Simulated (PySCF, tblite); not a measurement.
# C₃H₁₁NO₂Si₂: geometry, infrared bands and NMR shifts

Aim: predict the infrared bands and NMR shifts of C₃H₁₁NO₂Si₂ (`COC[SiH2]N([SiH3])C=O`).

The runs use tblite 0.8.0 and PySCF 2.14.0, with density-fitted response routines of our own; the level of theory stands in each step. All values are computed, except where a source is named. Atoms are numbered from 0 throughout.

## (1) The starting structure

19 atoms, charge 0, multiplicity 1; geometry from: force field or distance geometry start.

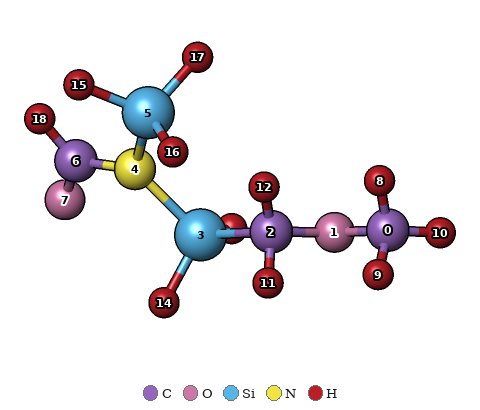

As it starts; carbon purple, oxygen pink, silicon blue, nitrogen yellow, hydrogen red, atoms numbered; sticks join atoms by distance.

## (2) Optimising the geometry with GFN2-xTB

Job settings and geometry (Å):

```
{"job": {"kind": "relax", "xc": "GFN2-xTB", "basis": "xTB"}, "charge": 0, "multiplicity": 1}
C      3.243500     0.411400    -0.434300
O      2.213400    -0.518100    -0.165200
C      1.163800     0.206800     0.382100
Si    -0.198600    -1.015100     0.741900
N     -1.787900    -0.468200     0.106400
Si    -1.797500     1.100000    -0.755300
C     -2.975700    -1.232500     0.250700
O     -3.003400    -2.339500     0.853000
H      2.810300     1.121000    -1.152700
H      3.451300     0.952100     0.521300
H      4.143000    -0.087600    -0.833400
H      1.513600     0.557300     1.384700
H      0.794000     1.026600    -0.239900
H      0.171300    -2.339200     0.200200
H     -0.373900    -1.183800     2.195300
H     -3.180900     1.598700    -0.689300
H     -0.968900     2.125000    -0.056800
H     -1.347700     0.877600    -2.134100
H     -3.879700    -0.783400    -0.182000
```

Command:

```console
$ OMP_NUM_THREADS=1 python probes_run.py task.json out
```

One launch serves the whole session: the jobs run in the order shown.

**Question.** This job is followed by: GFN2-xTB harmonic vibrations, gas phase; GIAO PBE0/pcSseg-1 NMR shielding, non-relativistic, gas phase. What will the session give for the following? strongest single infrared mode (GFN2-xTB); zero-point energy (GFN2-xTB); ¹³C shifts against TMS (PBE0/pcSseg-1); ¹H shifts against TMS (PBE0/pcSseg-1, means over atoms taken as alike); ¹⁷O shifts against H2O (PBE0/pcSseg-1); ²⁹Si shifts against TMS (PBE0/pcSseg-1); ¹⁵N shifts against NH3 (PBE0/pcSseg-1); surface potential, least and greatest.

The runs gave:

```
                                                              quantity                             value
                             strongest single infrared mode (GFN2-xTB)             1710 cm⁻¹, 594 km/mol
                                          zero-point energy (GFN2-xTB)                     84.1 kcal/mol
                                ¹³C shifts against TMS (PBE0/pcSseg-1)             174.1, 66.2, 63.7 ppm
¹H shifts against TMS (PBE0/pcSseg-1, means over atoms taken as alike)  8.20, 4.86, 4.62, 3.56, 3.36 ppm
                                ¹⁷O shifts against H2O (PBE0/pcSseg-1)                   466.8, -1.7 ppm
                               ²⁹Si shifts against TMS (PBE0/pcSseg-1)                  -48.6, -58.0 ppm
                                ¹⁵N shifts against NH3 (PBE0/pcSseg-1)                         119.0 ppm
                                 surface potential, least and greatest                -1.77 V and 1.46 V
```

**Reading.** Over 145 steps the energy fell by 0.859 eV; of the close pairs, N4–C6 changed most, 1.420 to 1.335 Å. No mode is imaginary among the 51: a minimum at this level. The strongest single mode, at 1710 cm⁻¹, moves mainly C6 and O7. GFN2-xTB is a fitted tight-binding method: band positions and strengths are rough. Its intensities can rank the bands wrongly. At PBE0/pcSseg-1: The largest span, 669 ppm, is at O7, where the paramagnetic term is -536 ppm.
